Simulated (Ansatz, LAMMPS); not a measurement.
# A frame of liquid mixture of dimethyl sulfoxide and H2O from 300 K (89 atoms): geometry optimisation

Wanted: the relaxed structure of a frame of liquid mixture of dimethyl sulfoxide and H2O from 300 K (89 atoms) and its electronic structure.

Program: Ansatz 0.2.0. Level of theory: Kohn-Sham DFT, PBE+D4, PAW (set soft_2), plane waves. Results are calculated unless marked as measured.

## 1. The structure

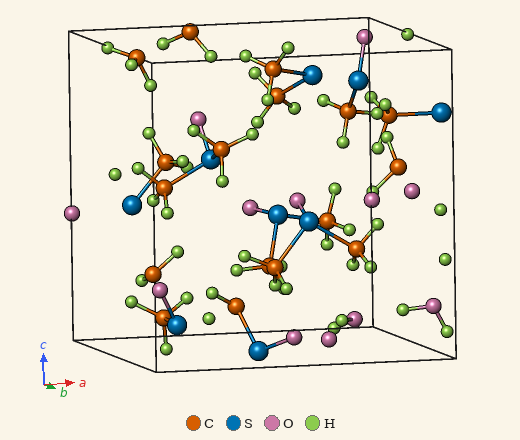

The starting structure, seen slightly off an axis (carbon orange, sulfur blue, oxygen pink, hydrogen green). Bonds to atoms that aren't drawn are left out. Some periodic images of atoms are drawn too.

The cell holds 89 atoms: 16 C, 8 S, 11 O and 54 H. Its edges and angles: a = 10.111 Å, b = 10.111 Å, c = 10.111 Å, α = 90.0°, β = 90.0°, γ = 90.0°. 8 dimethyl sulfoxide, 3 H2O placed at random, at 1.09 g/cm³; overlaps pushed apart, then 10 ps at 450 K with MMFF94 bonds, angles, torsions, charges and radii (Halgren, J. Comput. Chem. 17, 490 (1996)) in harmonic and 12-6 forms; SPC/E water (Berendsen, Grigera and Straatsma, J. Phys. Chem. 91, 6269 (1987)). Snapshot after 20 ps at 300 K and fixed volume.

Before any run, some limits are plain. The network of contacts between molecules at the start is that of the classical potential that made the cell. The density was typed from a rule of thumb and may lie off the real one at this temperature. Sampling is at Γ alone, for a cell whose shortest periodic width is 10 Å.

## 2. Single point at the start

The forces at the start show how far the geometry lies from a minimum of this functional.

input.yaml

```yaml
crystal:
  lattice:
    - [10.1107, 0.0, 0.0]
    - [0.0, 10.1107, 0.0]
    - [0.0, 0.0, 10.1107]
  atoms:
    - { symbol: C, position: [0.46122, 0.15246, 0.61303] }
    - { symbol: S, position: [0.38061, 0.31713, 0.60158] }
    - { symbol: C, position: [0.23969, 0.25899, 0.50904] }
    - { symbol: O, position: [0.33383, 0.34204, 0.7351] }
    [... 79 atom lines left out ...]
    - { symbol: O, position: [0.99803, 0.01556, 0.4123] }
    - { symbol: H, position: [0.97212, 0.98671, 0.32131] }
    - { symbol: H, position: [0.97033, 0.94684, 0.47781] }
    - { symbol: O, position: [0.71627, 0.80889, 0.12089] }
    - { symbol: H, position: [0.63339, 0.85904, 0.10094] }
    - { symbol: H, position: [0.7003, 0.71219, 0.1076] }
kpoints:
  mp_grid: { grid: [1, 1, 1] }
hamiltonian:
  xc: pbe
  dispersion: d4
scf:
  occupations: { method: fixed }
output:
  forces: true
  stress: true
  populations: true
  dos:
    method: { smearing: { sigma: 0.15 } }
    de: 0.1
    projected: { site_lists: { C: [C], H: [H], O: [O], S: [S] } }
  eigenvalues: true
```

The run is started by

```
$ ansatz run input.yaml --threads 4 --pin off --max-ram 8192MiB --backend cpu --events-out ev --progress --plain --runs-dir out
```

The job ended after 7.5 s (4 threads of Arm Neoverse V2, shared host; peak memory 1 GiB; 29 s of CPU time).

Read from the output:

```
free energy                                      : -18334.4330 eV
free energy per atom                             : -206.0049 eV/atom
SCF cycles                                       : 10
pressure                                         : 0.2264 GPa
r.m.s. force component                           : 0.7411 eV/Å
longest force                                    : 3.339 eV/Å
Fermi energy                                     : 0.06806 eV
gap (highest filled to lowest empty level) : 3.586 eV
spilling of the projection                       : 0.01779
```

The r.m.s. force component of 0.74 eV/Å and the pressure of 0.23 GPa set the starting point.

Neighbours are counted within 1.34 Å (H-C), 1.21 Å (H-O), 2.21 Å (C-S), 1.93 Å (O-S).

Length of the force by element and coordination:

| element | coordination | atoms | mean length of the force (eV/Å) | spread | least | most |
| --- | --- | --- | --- | --- | --- | --- |
| C | all | 16 | 1.57 | 0.722 | 0.540 | 3.15 |
| H | all | 54 | 0.930 | 0.546 | 0.283 | 2.85 |
| O | all | 11 | 0.979 | 0.808 | 0.438 | 3.34 |
| O | 1 | 8 | 1.12 | 0.903 | 0.438 | 3.34 |
| O | 2 | 3 | 0.592 | 0.118 | 0.471 | 0.752 |
| S | all | 8 | 1.30 | 0.751 | 0.645 | 3.00 |

## 3. Relaxation

With the cell held, the atoms are moved downhill towards a nearby minimum.

input.yaml, the sections that differ from step 2:

```yaml
output:
  forces: true
relax:
  f_tol: 0.03
  max_steps: 200
# crystal, kpoints, hamiltonian, scf: as in step 2
```

Wall time 3.1 min (4 threads); peak memory 0.94 GiB.

Step by step (22 of 48):

| step | energy less that of the first step (eV) | largest force component (eV/Å) |
| --- | --- | --- |
| 1 | 0.0000 | 3.0535 |
| 3 | -2.7544 | 1.6337 |
| 5 | -3.1765 | 0.4500 |
| 8 | -3.4164 | 0.3065 |
| 10 | -3.5203 | 0.2610 |
| 12 | -3.6009 | 0.5829 |
| 14 | -3.7300 | 0.4086 |
| 17 | -3.8493 | 0.3930 |
| 19 | -3.8769 | 0.2149 |
| 21 | -3.8876 | 0.0644 |
| 23 | -3.8903 | 0.0292 |
| 26 | -3.8920 | 0.0522 |
| 28 | -3.8938 | 0.0958 |
| 30 | -3.8962 | 0.1473 |
| 32 | -3.8991 | 0.2054 |
| 35 | -3.9040 | 0.1157 |
| 37 | -3.9071 | 0.1205 |
| 39 | -3.9102 | 0.0496 |
| 41 | -3.9118 | 0.0736 |
| 44 | -3.9131 | 0.0184 |
| 46 | -3.9161 | 0.1024 |
| 48 | -3.9182 | 0.0242 |

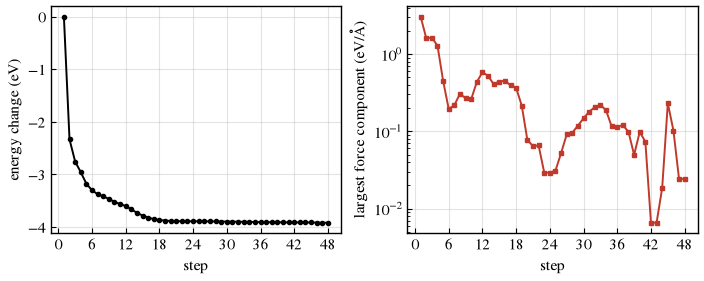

Energy and largest force along the relaxation.

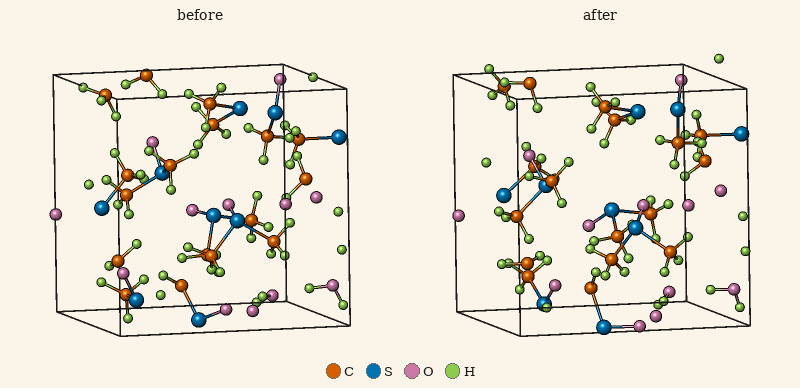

Before and after, at one scale. Bonds to atoms that aren't drawn are left out.

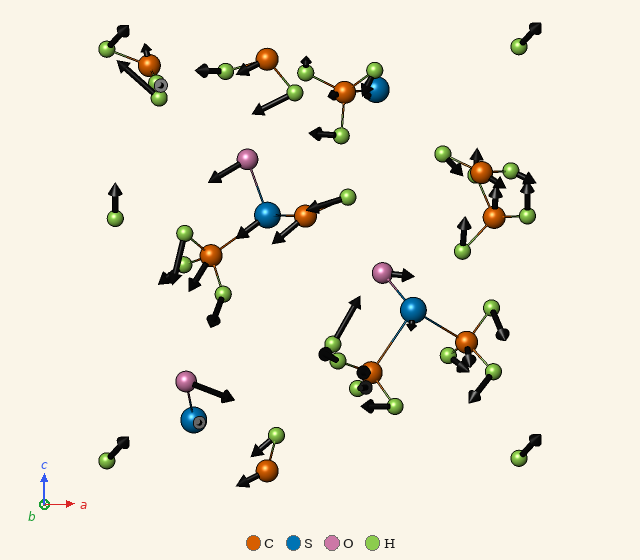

Displacements in the relaxation, scaled; the longest in the cell stands for 1.58 Å. Drawn is a slice 4 Å thick, seen along the normal of the ac plane. Bonds to atoms that aren't drawn are left out.

The atoms that moved most (Å):

| atom | dx | dy | dz | length |
| --- | --- | --- | --- | --- |
| H48 | 0.274 | -1.354 | -0.757 | 1.575 |
| H46 | -0.312 | 1.479 | 0.096 | 1.515 |
| H16 | -1.097 | 0.254 | 0.977 | 1.490 |
| H25 | 1.480 | -0.160 | 0.059 | 1.489 |
| H75 | 0.721 | 0.010 | 1.268 | 1.459 |
| O14 | 1.269 | 0.465 | -0.525 | 1.450 |
| H9 | -0.328 | -0.080 | -1.340 | 1.382 |
| H6 | -0.836 | -0.196 | -1.062 | 1.366 |

The relaxation changed the energy by -44.0 meV/atom, and atoms moved by 0.85 Å r.m.s., 1.6 Å at most.

## 4. Structure statistics after relaxation

Bonds before and after, by the cutoffs listed below:

| pair | bonds before | bonds after | mean before (Å) | mean after (Å) | spread before (Å) | spread after (Å) |
| --- | --- | --- | --- | --- | --- | --- |
| H-C | 48 | 48 | 1.103 | 1.097 | 0.033 | 0.001 |
| H-O | 6 | 6 | 1.000 | 0.989 | 0.000 | 0.003 |
| C-S | 16 | 16 | 1.813 | 1.807 | 0.036 | 0.005 |
| O-S | 8 | 8 | 1.502 | 1.521 | 0.025 | 0.005 |

Density 1.09 g/cm³, 11.61 Å³ an atom.

Pair distribution functions g(r), in bins of 0.2 Å:

| r (Å) | total | H-H | H-C | H-O | H-S | C-C | C-O |
| --- | --- | --- | --- | --- | --- | --- | --- |
| 0.90 | 0.66 | 0.00 | 0.00 | 4.37 | 0.00 | 0.00 | 0.00 |
| 1.10 | 4.30 | 0.00 | 19.73 | 0.00 | 0.00 | 0.00 | 0.00 |
| 1.30 | 0.00 | 0.00 | 0.00 | 0.00 | 0.00 | 0.00 | 0.00 |
| 1.50 | 0.49 | 0.35 | 0.00 | 0.00 | 0.00 | 0.00 | 0.00 |
| 1.70 | 0.72 | 1.70 | 0.00 | 0.44 | 0.00 | 0.00 | 0.00 |
| 1.90 | 1.50 | 2.46 | 0.00 | 0.82 | 0.00 | 0.00 | 0.00 |
| 2.10 | 0.00 | 0.00 | 0.00 | 0.00 | 0.00 | 0.00 | 0.00 |
| 2.30 | 0.84 | 0.41 | 0.00 | 0.89 | 5.05 | 0.00 | 0.00 |
| 2.50 | 0.84 | 0.81 | 0.00 | 1.48 | 2.92 | 0.00 | 0.00 |
| 2.70 | 1.02 | 1.05 | 0.31 | 0.96 | 0.13 | 3.48 | 5.20 |
| 2.90 | 1.20 | 0.80 | 1.60 | 2.95 | 0.90 | 0.00 | 0.00 |
| 3.10 | 0.75 | 1.25 | 0.68 | 0.64 | 0.48 | 0.00 | 0.00 |
| 3.30 | 0.74 | 0.88 | 1.00 | 0.64 | 0.44 | 0.00 | 1.25 |
| 3.50 | 0.96 | 0.69 | 1.21 | 1.00 | 1.19 | 0.27 | 3.25 |
| 3.70 | 1.06 | 0.82 | 1.40 | 1.99 | 0.28 | 0.45 | 2.05 |
| 3.90 | 1.07 | 1.08 | 1.00 | 1.22 | 0.94 | 1.67 | 0.76 |
| 4.10 | 1.00 | 1.10 | 1.10 | 0.99 | 0.74 | 1.74 | 0.42 |
| 4.30 | 1.02 | 0.99 | 0.82 | 1.01 | 1.39 | 0.87 | 0.89 |
| 4.50 | 1.07 | 1.18 | 0.87 | 0.92 | 1.11 | 0.31 | 0.94 |
| 4.70 | 1.02 | 1.04 | 0.84 | 0.78 | 1.47 | 2.03 | 0.53 |
| 4.90 | 0.98 | 0.93 | 1.05 | 0.70 | 1.16 | 0.79 | 0.88 |

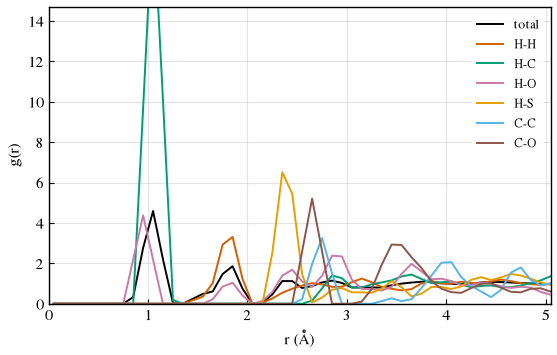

Pair distribution functions, lightly smoothed, with peaks cut at 14.

Bonds by pair of elements; cutoffs follow the first minimum of g(r), held within bounds set by covalent radii, and pairs that aren't listed don't count as bonded:

| pair A-B | cutoff (Å) | bonds | mean length (Å) | spread (Å) | shortest (Å) | B about A | A about B |
| --- | --- | --- | --- | --- | --- | --- | --- |
| H-C | 1.34 | 48 | 1.10 | 0.001 | 1.09 | 0.889 | 3 |
| H-O | 1.21 | 6 | 0.989 | 0.003 | 0.983 | 0.111 | 0.545 |
| C-S | 2.21 | 16 | 1.81 | 0.005 | 1.80 | 1 | 2 |
| O-S | 1.93 | 8 | 1.52 | 0.005 | 1.52 | 0.727 | 1 |

How many atoms have how many bonded neighbours:

| element | mean | 1 | 2 | 3 | 4 |
| --- | --- | --- | --- | --- | --- |
| C | 4 | 0 | 0 | 0 | 16 |
| H | 1 | 54 | 0 | 0 | 0 |
| O | 1.27 | 8 | 3 | 0 | 0 |
| S | 3 | 0 | 0 | 8 | 0 |

Bond angles, per cent of each kind in bins of 5°:

| angle (°) | H-C-H | H-C-S | C-S-O |
| --- | --- | --- | --- |
| 105–110 | 29.2 | 93.8 | 100.0 |
| 110–115 | 70.8 | 6.2 | 0.0 |

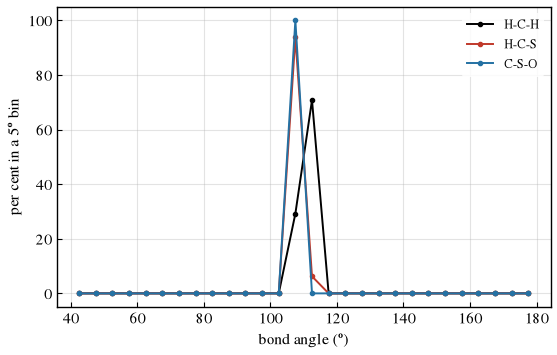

Distributions of the most common bond angles.

Bond angles (no mean is given where the spread exceeds 20°):

| angle | count | mean (°) | spread (°) |
| --- | --- | --- | --- |
| H-C-H | 48 | 110 | 0.9 |
| H-C-S | 48 | 108 | 1.3 |
| C-S-O | 16 | 107 | 0.5 |
| C-S-C | 8 | 97.4 | 0.9 |
| H-O-H | 3 | 104 | 1.6 |

Bond length by coordination (bonds to H left out):

| element | coordination | atoms | mean bond length (Å) |
| --- | --- | --- | --- |
| O | 1 | 8 | 1.52 |

With the cutoffs above, all C atoms have 4, all H atoms have 1, 73 % of O atoms have 1 and all S atoms have 3 bonded neighbours. The H-C-H angle averages 110° with a spread of 0.9°.

## 5. Single point at the relaxed geometry

One more single point at the end of the walk gives the fuller output and checks the residual forces.

input.yaml

```yaml
crystal:
  lattice:
    - [10.1107, 0.0, 0.0]
    - [0.0, 10.1107, 0.0]
    - [0.0, 0.0, 10.1107]
  atoms:
    - { symbol: C, position: [0.38251, 0.1438, 0.54893] }
    - { symbol: S, position: [0.31156, 0.3087, 0.55126] }
    - { symbol: C, position: [0.18951, 0.28192, 0.42306] }
    - { symbol: O, position: [0.23762, 0.32187, 0.68139] }
    [... 79 atom lines left out ...]
    - { symbol: O, position: [0.01847, 0.98554, 0.40291] }
    - { symbol: H, position: [0.9952, 0.96044, 0.31116] }
    - { symbol: H, position: [0.00211, 0.90351, 0.4525] }
    - { symbol: O, position: [0.69905, 0.82293, 0.13804] }
    - { symbol: H, position: [0.63418, 0.88079, 0.09326] }
    - { symbol: H, position: [0.69766, 0.73763, 0.09055] }
kpoints:
  mp_grid: { grid: [1, 1, 1] }
hamiltonian:
  xc: pbe
  dispersion: d4
scf:
  occupations: { method: fixed }
output:
  forces: true
  stress: true
  populations: true
  dos:
    method: { smearing: { sigma: 0.08 } }
    de: 0.1
    projected: { site_lists: { C: [C], H: [H], O: [O], S: [S] } }
  eigenvalues: true
  write_density: true
  write_potential: true
  volumetric_format: npy
  elf: true
```

Elapsed: 8.1 s, on 4 threads; peak memory 1 GiB.

The program notes that the exchange-correlation potential is rough where the density is thin.

The run gave:

| Item | Value |
| --- | --- |
| free energy | -18338.3511 eV |
| free energy per atom | -206.0489 eV/atom |
| SCF cycles | 10 |
| pressure | -0.3078 GPa |
| r.m.s. force component | 0.00331 eV/Å |
| longest force | 0.02213 eV/Å |
| Fermi energy | -0.3362 eV |
| gap (highest filled to lowest empty level) | 4.356 eV |
| spilling of the projection | 0.01775 |

Löwdin charges by element and coordination (they lack the spilled electrons, 0.046 e an atom on average):

| element | coordination | atoms | mean charge (e) | spread | least | most |
| --- | --- | --- | --- | --- | --- | --- |
| C | all | 16 | -0.592 | 0.0044 | -0.598 | -0.584 |
| H | all | 54 | 0.233 | 0.0532 | 0.182 | 0.384 |
| O | all | 11 | -0.766 | 0.0257 | -0.791 | -0.706 |
| O | 1 | 8 | -0.779 | 0.0093 | -0.791 | -0.766 |
| O | 2 | 3 | -0.732 | 0.0239 | -0.763 | -0.706 |
| S | all | 8 | 1.18 | 0.0077 | 1.17 | 1.19 |

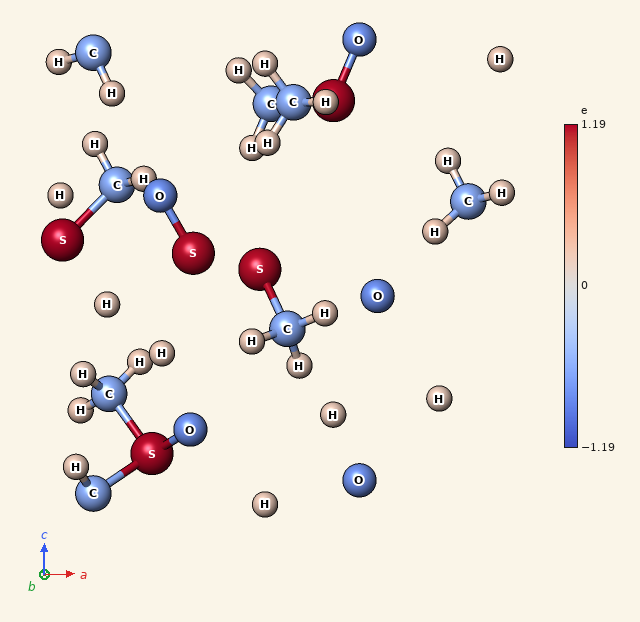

Atoms coloured by Löwdin charge. Drawn is a slice 4 Å thick, seen along the normal of the ac plane. Bonds to atoms that aren't drawn are left out.

Density of states as counts of states in windows of 1 eV (from the Fermi level), total and the larger projections:

| from (eV) | to (eV) | total | C p | O p | H s | S p | C s |
| --- | --- | --- | --- | --- | --- | --- | --- |
| -18 | -15 | 0.0 | 0.0 | 0.0 | 0.0 | 0.0 | 0.0 |
| -15 | -14 | 15.9 | 0.7 | 0.0 | 2.7 | 2.1 | 5.3 |
| -14 | -13 | 0.1 | 0.0 | 0.0 | 0.0 | 0.0 | 0.0 |
| -13 | -12 | 15.5 | 0.1 | 0.1 | 5.0 | 1.8 | 8.3 |
| -12 | -11 | 0.5 | 0.0 | 0.0 | 0.2 | 0.1 | 0.3 |
| -11 | -10 | 0.0 | 0.0 | 0.0 | 0.0 | 0.0 | 0.0 |
| -10 | -9 | 16.0 | 2.8 | 1.0 | 3.4 | 0.5 | 2.7 |
| -9 | -8 | 0.0 | 0.0 | 0.0 | 0.0 | 0.0 | 0.0 |
| -8 | -7 | 2.3 | 0.1 | 1.4 | 0.6 | 0.1 | 0.0 |
| -7 | -6 | 21.7 | 8.3 | 4.0 | 5.0 | 3.4 | 0.1 |
| -6 | -5 | 35.3 | 15.9 | 4.1 | 7.7 | 5.9 | 0.2 |
| -5 | -4 | 34.8 | 15.9 | 6.0 | 9.0 | 2.6 | 0.0 |
| -4 | -3 | 25.9 | 6.8 | 8.0 | 4.7 | 5.0 | 0.0 |
| -3 | -2 | 4.0 | 0.4 | 2.5 | 0.3 | 0.5 | 0.0 |
| -2 | -1 | 19.7 | 2.7 | 15.5 | 0.4 | 0.1 | 0.3 |
| -1 | 0 | 16.9 | 1.4 | 10.4 | 0.6 | 2.9 | 0.2 |
| 0 | 1 | 1.4 | 0.1 | 0.8 | 0.0 | 0.3 | 0.0 |
| 1 | 4 | 0.0 | 0.0 | 0.0 | 0.0 | 0.0 | 0.0 |
| 4 | 5 | 18.5 | 1.6 | 1.6 | 2.8 | 6.0 | 1.5 |

The curve was stored every 0.100 eV, coarse against its broadening of 0.08 eV, so these counts are rough.

With fixed occupations the program's Fermi level is the highest filled level; weight inside the gap is the broadening of levels at its edges.

Between -21 and -18 eV lie 22 more states.

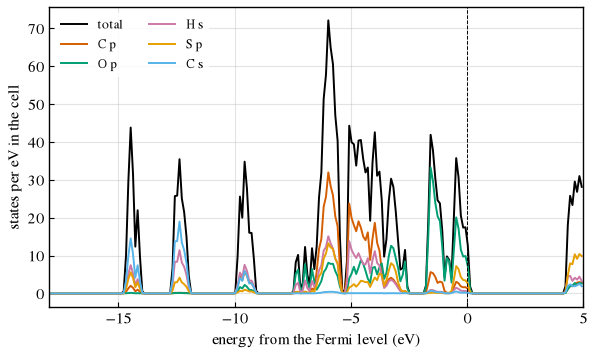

Total and projected density of states, with the broadening of the input.

The levels nearest the highest filled one (over half full), pooled over k-points and spins:

| level less the highest filled one (eV) | occupation |
| --- | --- |
| -0.467 | 2 |
| -0.396 | 2 |
| -0.334 | 2 |
| -0.229 | 2 |
| -0.113 | 2 |
| 0 | 2 |
| 4.36 | 0 |
| 4.40 | 0 |
| 4.49 | 0 |
| 4.60 | 0 |
| 4.63 | 0 |
| 4.72 | 0 |

Mean Löwdin charges: C -0.59, H +0.23, O -0.77, S +1.18 e (they miss 1.8 % of the electrons, so they add up to more than the cell's charge). The largest share in the top eV of filled states is O p (63 % of the projected weight), and in the lowest eV of empty states S p (42 % of the projected weight).

Runs without a result: basis.ecutwfc = "25.7 Ry", scf.algorithm = "direct_min" and total_charge = -1 (refused).

## 6. Results

```json
{
  "energy change in the relaxation": "-44.02 meV/atom",
  "r.m.s. displacement": "0.85 Å",
  "largest displacement": "1.575 Å",
  "free energy per atom": "-206.0489 eV/atom",
  "pressure": "-0.3078 GPa",
  "r.m.s. force component": "0.00331 eV/Å",
  "gap (highest filled to lowest empty level)": "4.356 eV",
  "wall time of the 3 DFT runs": "3.4 min"
}
```

Relaxation lowers the energy by 44.0 meV/atom and moves atoms by 0.85 Å r.m.s.; the r.m.s. force component goes from 0.74 to 0.0033 eV/Å, the pressure goes from 0.23 to -0.31 GPa, and the gap from 3.59 to 4.36 eV. By the final cutoffs no bond was broken or made. From the first step to the last the energy fell by 3.918 eV, and the largest move was 1.58 Å (H48). The O-S bonds change most in mean length: from 1.502 Å (spread 0.025) to 1.521 Å (spread 0.005). With the cutoffs above, all C atoms have 4, all H atoms have 1, 73 % of O atoms have 1 and all S atoms have 3 bonded neighbours. Between filled and empty levels lie 4.36 eV (at Γ alone); a semilocal functional tends to put such gaps too low. In a disordered cell it changes from sample to sample and from frame to frame.

Caveats: The network of contacts between molecules at the start is that of the classical potential that made the cell; in DFT atoms moved by 0.85 Å r.m.s.

[Logs are printed without paths, hosts, clocks, repeated set-up lines and the standing remarks that a program may print on its own settings, such as how far it seeks lower states.]

[Hosts, paths, dates, database ids (printed as entryN), source tags and the programs' standing remarks are cut or masked in the printed files.]

[The MMFF94 radii named for the starting cell were scaled by 0.96; in molecules described by MMFF94, hydrogen bound to N, O or S took a small fixed 12-6 site in their place.]
